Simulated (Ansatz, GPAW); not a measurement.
# NbAuS3 (model structure): optical spectrum from first principles

Aim: the dielectric function of NbAuS3 (model structure), and the optical constants that follow from it. The structure is a model built here, which may or may not match a known phase. It was built so: All Ag replaced by Au and O replaced by S in the Pm-3m structure of NbAgO3. The cell is first relaxed with Ansatz.

Main program and level: GPAW 26.7.0; DFT, revPBE, plane-wave PAW (GPAW data sets), scalar-relativistic, RPA, optical limit.

### Step 1. The structure

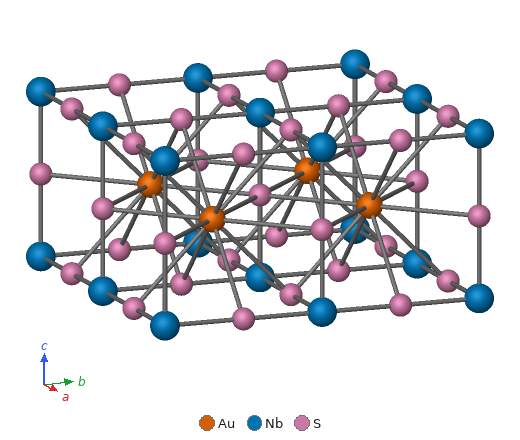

The starting structure, seen slightly off an axis (gold orange, niobium blue, sulfur pink). 2×2×1 cells are drawn. Some periodic images of atoms are drawn too.

### Step 2. Relaxation

The structure was built or cut out here, so it is relaxed before any spectrum is computed.

This step: DFT, revPBE, plane-wave PAW, default files, scalar-relativistic, relaxation (Ansatz 0.2.0).

Contents of input.yaml:

```yaml
crystal:
  lattice:
    - [4.7954484, 0.0, 0.0]
    - [0.0, 4.7954484, 0.0]
    - [0.0, 0.0, 4.7954484]
  atoms:
    - { symbol: Au, position: [0.5, 0.5, 0.5] }
    - { symbol: Nb, position: [0.0, 0.0, 0.0] }
    - { symbol: S, position: [0.0, 0.0, 0.5] }
    - { symbol: S, position: [0.0, 0.5, 0.0] }
    - { symbol: S, position: [0.5, 0.0, 0.0] }
kpoints:
  mp_grid: { grid: [5, 5, 5] }
scf:
  occupations: { method: fermi_dirac, width: 0.05 }
hamiltonian:
  xc: revpbe
output:
  forces: true
  stress: true
  write_density: true
  write_potential: true
  elf: true
  volumetric_format: npy
relax:
  f_tol: 0.02
  max_steps: 50
  cell: {}
```

Started as:

```sh
$ ansatz run input.yaml --threads 1 --pin off --max-ram 4096MiB --backend cpu --events-out ev --progress --plain --runs-dir out
```

Numbers of over 12 decimals in the logs are rounded to 6 here.

What it wrote:

```text
Engine: ansatz 0.2.0, aarch64-unknown-linux-gnu
Pseudopotentials: kind: paw
Pseudopotential: Au, paw, valence charge 19, recommended cutoff 420 eV (normal), Au.paw.azcp
Pseudopotential: Nb, paw, valence charge 13, recommended cutoff 420 eV (normal), Nb.paw.azcp
Pseudopotential: S, paw, valence charge 6, recommended cutoff 420 eV (normal), S.paw.azcp
Functional definition: revPBE
  parameter kappa = 1.245
  parameter beta = 0.066725
  exchange = pbe_x(kappa = kappa, mu = beta*pi^2/3)
  correlation = pbe_c(beta = beta)
Crystal: 5 atoms, lattice volume = 110.278 Å³
Basis set: ecut = 420 eV, 2109 PW (Γ), exchange–correlation on 72×72×72 points (8 copies of the dense FFT grid, shifted against one another)
Bands: 30, of which v1, the nominal top of the filled ones, is band 25 counted from 1 (24 counted from 0)
Symmetry: 48 space group operations
Space group: Pm-3m (ITA 221), of the structure as read, at distance tolerance 4.8e-5 Å
k-points: 10 of 125
Non-local potential: Au, projectors of the file, l = 0: 3, l = 1: 2, l = 2: 2, l = 3: 1
Non-local potential: Nb, projectors of the file, l = 0: 3, l = 1: 2, l = 2: 2, l = 3: 1
Non-local potential: S, projectors of the file, l = 0: 2, l = 1: 2, l = 2: 2
PAW form: soft (Blöchl's): semilocal exchange-correlation on the pseudo side does not see the compensation charge
PAW frozen core: Au, regenerated for the run's functional, and the local potential with it (the file was generated under x = pbe(κ = 0.804, μ = 0.219515), c = pbe(β = 0.066725))
PAW frozen core: Nb, regenerated for the run's functional, and the local potential with it (the file was generated under x = pbe(κ = 0.804, μ = 0.219515), c = pbe(β = 0.066725))
PAW frozen core: S, regenerated for the run's functional, and the local potential with it (the file was generated under x = pbe(κ = 0.804, μ = 0.219515), c = pbe(β = 0.066725))
PAW one-centre angular grid: Au, 590 points (default); XC on 64 Gauss nodes
PAW one-centre angular grid: Nb, 590 points (default); XC on 64 Gauss nodes
PAW one-centre angular grid: S, 110 points (default); XC on 64 Gauss nodes
Initial density: superposition of atomic densities (neutral atoms: chi_scale 0, normalization atom), corrected by the library's trained network
Initial wavefunctions: pseudopotential atomic-orbital guess
Functional: x = revpbe(κ = 1.245, μ = 0.219515), c = pbe(β = 0.066725)
SCF iter   1: F=—  HF=-20430.174186 eV  |F-HF|=—  |Δ(HF+E_count)|=         —  Δρ=4.54e-3  dr2=3.86e-2  ethr=1.77e-3  ⟨swp⟩=5.8  Hψ=1217  notcnv=0
preconditioner: auto → Kerker (q_TF=auto, 2.391 Å⁻¹)  [metal: Δε(μ)=0.032 eV  Ē_g=6.054 eV  σ=0.050 eV  W_gap=0.16  n_scr=26 (ndim 8)  ℏωp=20.6 eV  f_vac=0.000  D(μ)=4.82/eV (n_scr^D=32)]
SCF iter   2: F=—  HF=-20430.170390 eV  |F-HF|=—  |Δ(HF+E_count)|=   3.80e-3  Δρ=2.55e-3  dr2=1.66e-2  ethr=7.73e-5  ⟨swp⟩=1.3  Hψ=383  notcnv=0
SCF iter   3: F=—  HF=-20430.167682 eV  |F-HF|=—  |Δ(HF+E_count)|=   2.71e-3  Δρ=6.26e-4  dr2=1.16e-3  ethr=3.31e-5  ⟨swp⟩=1.9  Hψ=311  notcnv=0
SCF iter   4: F=—  HF=-20430.167623 eV  |F-HF|=—  |Δ(HF+E_count)|=   5.92e-5  Δρ=2.32e-4  dr2=1.03e-4  ethr=2.31e-6  ⟨swp⟩=2.7  Hψ=548  notcnv=0
SCF iter   5: F=—  HF=-20430.167677 eV  |F-HF|=—  |Δ(HF+E_count)|=   5.36e-5  Δρ=6.43e-5  dr2=6.19e-6  ethr=2.07e-7  ⟨swp⟩=2.0  Hψ=475  notcnv=0
SCF iter   6: F=—  HF=-20430.167858 eV  |F-HF|=—  |Δ(HF+E_count)|=   1.81e-4  Δρ=2.10e-5  dr2=5.55e-7  ethr=1.24e-8  ⟨swp⟩=2.0  Hψ=481  notcnv=0
SCF iter   7: F=-20430.167859 eV  HF=-20430.167859 eV  |F-HF|=1.13e-7  |Δ(HF+E_count)|=   1.11e-6  Δρ=6.30e-6  dr2=5.75e-8  ethr=2.00e-10  ⟨swp⟩=8.5  Hψ=1975  notcnv=0
SCF 1 converged in 7 iterations: F = -20430.167859 eV  dr2 = 5.75e-8
  greatest PAW one-centre occupation: 1.000 electrons in one spin orbital (limit 2), on the Au atom at site 0 (counted from 0), in its partial waves of l = 0
relax step   1: F+E_penalty+E_count = -20430.16785877 eV  Δ(F+E_penalty+E_count) = +0.000e0 eV  max|allowed force component| = 8.359e-28 eV/Å  Δτ_max = 0.0000 Å  P = +1.722 GPa  Ω = 110.278 Å³  (7 SCF iters, dr2 threshold 1.00e-7 eV, accepted)
Crystal: 5 atoms, lattice volume = 112.753 Å³
Basis set: ecut = 420 eV, 2205 PW (Γ), exchange–correlation on 72×72×72 points (8 copies of the dense FFT grid, shifted against one another)
Initial density: handed on by an earlier stage of this run
Initial wavefunctions: those handed on with the density
iter 1 solved again at ethr=3.42e-5 eV; its pass at ethr=3.10e-3 eV (dr2=1.71e-2 eV) is discarded
SCF iter   1: F=—  HF=-20430.182976 eV  |F-HF|=—  |Δ(HF+E_count)|=         —  Δρ=2.23e-3  dr2=1.71e-2  ethr=3.42e-5  ⟨swp⟩=1.1  Hψ=1523  notcnv=0
preconditioner: auto → Kerker (q_TF=auto, 2.382 Å⁻¹)  [metal: Δε(μ)=0.032 eV  Ē_g=6.026 eV  σ=0.050 eV  W_gap=0.16  n_scr=26 (ndim 8)  ℏωp=20.4 eV  f_vac=0.005  D(μ)=5.13/eV (n_scr^D=32)]
SCF iter   2: F=—  HF=-20430.180734 eV  |F-HF|=—  |Δ(HF+E_count)|=   2.24e-3  Δρ=1.19e-3  dr2=5.80e-3  ethr=3.42e-5  ⟨swp⟩=1.0  Hψ=300  notcnv=0
SCF iter   3: F=—  HF=-20430.179499 eV  |F-HF|=—  |Δ(HF+E_count)|=   1.24e-3  Δρ=2.39e-4  dr2=1.79e-4  ethr=1.16e-5  ⟨swp⟩=2.3  Hψ=433  notcnv=0
SCF iter   4: F=—  HF=-20430.179695 eV  |F-HF|=—  |Δ(HF+E_count)|=   1.96e-4  Δρ=8.53e-5  dr2=1.52e-5  ethr=3.58e-7  ⟨swp⟩=2.4  Hψ=470  notcnv=0
SCF iter   5: F=—  HF=-20430.179699 eV  |F-HF|=—  |Δ(HF+E_count)|=   4.40e-6  Δρ=3.13e-5  dr2=1.51e-6  ethr=3.05e-8  ⟨swp⟩=2.5  Hψ=544  notcnv=0
SCF iter   6: F=-20430.179702 eV  HF=-20430.179701 eV  |F-HF|=1.99e-7  |Δ(HF+E_count)|=   2.08e-6  Δρ=8.62e-6  dr2=1.27e-7  ethr=1.00e-9  ⟨swp⟩=9.0  Hψ=2060  notcnv=0
SCF 2 converged in 6 iterations: F = -20430.179702 eV  dr2 = 1.27e-7
relax step   2: F+E_penalty+E_count = -20430.17970159 eV  Δ(F+E_penalty+E_count) = -1.184e-2 eV  max|allowed force component| = 4.049e-29 eV/Å  Δτ_max = 0.0000 Å  P = -0.115 GPa  Ω = 112.753 Å³  energy of the carried Pulay correction = -2.895e-4 eV  (6 SCF iters, dr2 threshold 5.00e-7 eV, accepted)
Crystal: 5 atoms, lattice volume = 112.596 Å³
iter 1 solved again at ethr=1.29e-7 eV; its pass at ethr=3.10e-3 eV (dr2=6.43e-5 eV) is discarded
SCF iter   1: F=—  HF=-20430.179590 eV  |F-HF|=—  |Δ(HF+E_count)|=         —  Δρ=1.42e-4  dr2=6.73e-5  ethr=1.29e-7  ⟨swp⟩=2.5  Hψ=1527  notcnv=0
preconditioner: auto → Kerker (q_TF=auto, 2.383 Å⁻¹)  [metal: Δε(μ)=0.032 eV  Ē_g=5.991 eV  σ=0.050 eV  W_gap=0.16  n_scr=26 (ndim 8)  ℏωp=20.4 eV  f_vac=0.005  D(μ)=5.01/eV (n_scr^D=32)]
SCF iter   2: F=—  HF=-20430.179798 eV  |F-HF|=—  |Δ(HF+E_count)|=   2.08e-4  Δρ=7.51e-5  dr2=2.24e-5  ethr=1.29e-7  ⟨swp⟩=1.0  Hψ=300  notcnv=0
SCF iter   3: F=—  HF=-20430.179778 eV  |F-HF|=—  |Δ(HF+E_count)|=   1.93e-5  Δρ=1.43e-5  dr2=7.72e-7  ethr=4.49e-8  ⟨swp⟩=1.8  Hψ=362  notcnv=0
SCF iter   4: F=—  HF=-20430.179778 eV  |F-HF|=—  |Δ(HF+E_count)|=   1.69e-7  Δρ=5.85e-6  dr2=6.16e-8  ethr=1.54e-9  ⟨swp⟩=2.5  Hψ=444  notcnv=0
iter 5 did not close the SCF: its close was put off for the readings that it lacked (scf_convergence_deferred on its scf_iter line)
SCF iter   5: F=-20430.179778 eV  HF=-20430.179778 eV  |F-HF|=4.56e-9  |Δ(HF+E_count)|=   2.14e-9  Δρ=1.74e-6  dr2=4.59e-9  ethr=1.23e-10  ⟨swp⟩=2.1  Hψ=515  notcnv=0
SCF iter   6: F=-20430.179778 eV  HF=-20430.179778 eV  |F-HF|=7.13e-10  |Δ(HF+E_count)|=   5.09e-9  Δρ=5.03e-7  dr2=4.02e-10  ethr=9.19e-12  ⟨swp⟩=5.1  Hψ=1698  notcnv=0
SCF 3 converged in 6 iterations: F = -20430.179778 eV  dr2 = 4.02e-10
relax step   3: F+E_penalty+E_count = -20430.17977817 eV  Δ(F+E_penalty+E_count) = -7.657e-5 eV  max|allowed force component| = 2.038e-29 eV/Å  Δτ_max = 0.0000 Å  P = -0.004 GPa  Ω = 112.596 Å³  energy of the carried Pulay correction = -2.712e-4 eV  (6 SCF iters, dr2 threshold 3.29e-8 eV, accepted)
Initial wavefunctions: pseudopotential atomic-orbital guess (no wavefunctions were taken with the density)
iter 1 solved again at ethr=2.52e-7 eV; its pass at ethr=3.10e-3 eV (dr2=1.26e-4 eV) is discarded
SCF iter   1: F=—  HF=-20430.179457 eV  |F-HF|=—  |Δ(HF+E_count)|=         —  Δρ=1.34e-4  dr2=5.62e-7  ethr=2.52e-7  ⟨swp⟩=3.0  Hψ=1978  notcnv=0
preconditioner: auto → Kerker (q_TF=auto, 2.383 Å⁻¹)  [metal: Δε(μ)=0.032 eV  Ē_g=5.994 eV  σ=0.050 eV  W_gap=0.16  n_scr=26 (ndim 8)  ℏωp=20.4 eV  f_vac=0.005  D(μ)=5.01/eV (n_scr^D=32)]
SCF iter   2: F=—  HF=-20430.179942 eV  |F-HF|=—  |Δ(HF+E_count)|=   4.85e-4  Δρ=6.80e-5  dr2=1.41e-7  ethr=1.12e-9  ⟨swp⟩=2.0  Hψ=504  notcnv=0
SCF iter   3: F=—  HF=-20430.180040 eV  |F-HF|=—  |Δ(HF+E_count)|=   9.76e-5  Δρ=3.50e-6  dr2=1.56e-9  ethr=2.81e-10  ⟨swp⟩=2.0  Hψ=478  notcnv=0
SCF iter   4: F=—  HF=-20430.180040 eV  |F-HF|=—  |Δ(HF+E_count)|=   2.22e-7  Δρ=5.29e-7  dr2=2.85e-10  ethr=3.13e-12  ⟨swp⟩=2.2  Hψ=530  notcnv=0
iter 5 did not close the SCF: its close was put off for the readings that it lacked (scf_convergence_deferred on its scf_iter line)
SCF iter   5: F=-20430.180040 eV  HF=-20430.180040 eV  |F-HF|=2.91e-11  |Δ(HF+E_count)|=  2.11e-10  Δρ=8.95e-8  dr2=5.87e-12  ethr=1.00e-12  ⟨swp⟩=2.4  Hψ=440  notcnv=0
SCF iter   6: F=-20430.180040 eV  HF=-20430.180040 eV  |F-HF|=3.64e-12  |Δ(HF+E_count)|=  3.64e-11  Δρ=2.44e-8  dr2=7.15e-13  ethr=1.00e-12  ⟨swp⟩=4.0  Hψ=1282  notcnv=0
SCF 4 converged in 6 iterations: F = -20430.180040 eV  dr2 = 7.15e-13
relax step   4: F+E_penalty+E_count = -20430.18003991 eV  Δ(F+E_penalty+E_count) = -2.617e-4 eV  max|allowed force component| = 1.630e-29 eV/Å  Δτ_max = 0.0000 Å  P = -0.005 GPa  Ω = 112.596 Å³  stress off target by 4.51e-3 GPa  SCF on the basis re-selected at this cell (its energy is not comparable with the rows above)  (6 SCF iters)
basis re-selected at this cell: Δ(F+E_penalty+E_count) = -2.617e-4 eV, ΔP = -0.001 GPa vs the last step (what re-selecting the basis moved, of the pressure what is left beyond the Pulay correction that the steps carried, after the strain that the cell walked since its last selection, with what the two solves' SCF thresholds leave and, on support functions, any second-order correction that the steps lacked; it is no m [...]
SCF converged after 6 iterations
Free energy (F): -20430.180040 eV
Harris-Foulkes:  -20430.180040 eV  (|F-HF|=3.64e-12)
Internal energy: -20430.143667 eV  (E = F + TS)
E sigma→0 (E₀):  -20430.161854 eV
Entropy (-TS):   -0.036372 eV (-7.274 meV/atom)
Fermi energy:    8.102715 eV
--- Per-component energies (eV) ---
  E_band       = -578.947125
  E_kinetic    = 1315.810871
  E_local      = -4237.471004  (includes V_loc(G=0)·N_el)
  E_nonlocal   = 279.187765
  E_hartree    = 1645.495998
  E_xc         = -690.247632
  E_vxc        = -742.496842  (∫ρ·V_xc dr)
  E_paw        = -14604.410782  (= ΣΔE_a)
  E_vpaw       = -484.971409  (= ΣTr[D̂ρ^β])
  E_aug_tail   = 0.001507  (compensation charges beyond the density's cutoff)
  E_ewald      = -4138.331778
  E_core_change = -0.178611  (= ΣΔE_core)
  E_smearing   = -0.036372  (= −TS)
  E_closure    = -0.000000  (closes the sum)
  Σ components = -20430.180040   (vs F -20430.180040, Δ=0.00e0)
--- Forces (eV/Å), atoms counted from 1 ---
  atom   1  Au    -0.00000000     0.00000000    -0.00000000
  atom   2  Nb     0.00000000     0.00000000     0.00000000
  atom   3  S      0.00000000    -0.00000000     0.00000000
  atom   4  S      0.00000000     0.00000000    -0.00000000
  atom   5  S     -0.00000000    -0.00000000    -0.00000000
  max |Σ_I F_I| component: 2.37e-29 eV/Å
--- Stress (GPa, compression-positive) ---
       -0.004512      -0.000000       0.000000
       -0.000000      -0.004512       0.000000
        0.000000       0.000000      -0.004512
  P = ⅓ Tr σ = -0.0045 GPa (-0.045 kbar)
--- Band table (eV; the first three rows and the last of 10) ---
  k-point 0: bands = [... 21 lower, 6.9083, 7.4425, 7.4507, 7.4507, 7.4507, 7.6750, 7.6750, 7.6750, ... 1 higher]
  k-point 1: bands = [... 21 lower, 6.4952, 7.1229, 7.3714, 7.3714, 7.6504, 8.3695, 8.8092, 8.8092, ... 1 higher]
  k-point 2: bands = [... 21 lower, 6.2615, 7.3512, 7.6089, 7.6330, 7.6330, 9.5939, 9.6882, 9.9547, ... 1 higher]
  k-point 9: bands = [... 21 lower, 6.0634, 7.6701, 8.0543, 8.0812, 8.0812, 10.2114, 10.2691, 10.2691, ... 1 higher]
--- Relaxed structure (3 steps of the walk, 3 accepted, 1 SCFs on fresh bases) ---
  F+E_penalty+E_count = -20430.18003991 eV   max|allowed force component| = 1.630e-29 eV/Å   (the final SCF, on the basis selected at the relaxed cell)
  cell:  # Å, volume = 112.5956 Å³
    - [4.828815, 0, 0.0]
    - [0, 4.828815, 0.0]
    - [0.0, 0.0, 4.828815]
  atoms:
    - { symbol: Au, position: [0.5, 0.5, 0.5] }
    - { symbol: Nb, position: [0, 0, 0] }
    - { symbol: S, position: [0, 0, 0.5] }
    - { symbol: S, position: [0, 0.5, 0] }
    - { symbol: S, position: [0.5, 0, 0] }
```

The job ended after 8.5 s (1 thread of Arm Neoverse V2, shared host; peak memory 0.38 GiB).

The steps of the relaxation:

```tsv
step	energy less that of the first step (eV)	largest force component (eV/Å)	pressure (GPa)	volume (Å³)
1	0.0000	0.0000	1.72	110.28
2	-0.0118	0.0000	-0.11	112.75
3	-0.0119	0.0000	0.00	112.60
4*	-0.0122	0.0000	0.00	112.60
```

Relaxation steps marked * repeat the geometry before them on a plane-wave basis chosen anew for their cell, so energy and pressure can jump there.

The run keeps the 48 symmetry operations that it works with, so distortions that break them were not tested.

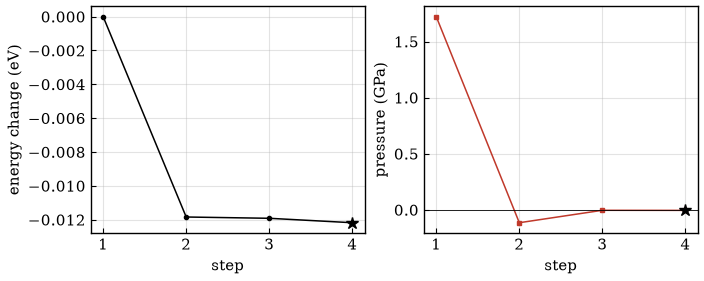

Energy and pressure along the relaxation. Stars mark steps on a basis chosen anew.

```tsv
conventional cell, symmetrised	before	after	change
a (Å)	4.795	4.829	+0.7 %
b (Å)	4.795	4.829	+0.7 %
c (Å)	4.795	4.829	+0.7 %
volume (Å³/atom)	22.06	22.52	+2.1 %
```

Final coordinates:

```xyz
5
Lattice="4.8288 0.0000 0.0000 0.0000 4.8288 0.0000 0.0000 0.0000 4.8288" Properties=species:S:1:pos:R:3 pbc="T T T"
Au    2.4144    2.4144    2.4144
Nb    0.0000    0.0000    0.0000
S     0.0000    0.0000    2.4144
S     0.0000    2.4144    0.0000
S     2.4144    0.0000    0.0000
```

The relaxation ends with a pressure of 0.00 GPa.

(Part 1 of 2 ends here.)

[Machine, clock and banner lines and Python warnings are left out of the logs.]

[Logs are printed without paths, hosts, clocks, repeated set-up lines and the standing remarks that a program may print on its own settings, such as how far it seeks lower states.]

[Hosts, paths, dates, database ids (printed as entryN), source tags and the programs' standing remarks are cut or masked in the printed files.]
